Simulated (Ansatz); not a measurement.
All values below come from PBE (plane waves to 420 eV, PAW; Ansatz, a program for electronic structure).

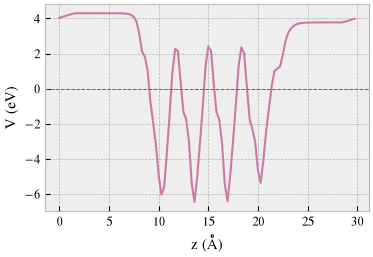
Plane-averaged electrostatic potential energy along the normal, in eV from the Fermi level, for a constructed model of the (111)A surface of zinc-blende GaAs, Ga-terminated, 2x2 Mg adatom at H3 (bottom of the slab: 3 H on 4 bottom sites)

Slab: 36 atoms, 13.7 Å thick at the start with caps and adatoms (thin: gaps and levels are the slab's own); k 3x3x1, smearing 0.025 eV, dipole-corrected; 8 atoms held, the rest relaxed; start symmetry kept, larger cells not searched; spin-polarised, ending with about 0.7 μB a cell, a value that depends on the mesh; orders that need a larger cell were not tried, no spin-orbit, no U. The slab shows no gap on its mesh. In PBE it is, or lies within 0.01 eV a 1x1 cell of, the lowest of the 2 structures of its composition computed so far; subsurface sites and larger cells were not tried.

The vacuum level lies 3.77 eV above the Fermi level over the top face and 4.29 eV above it under the bottom face.
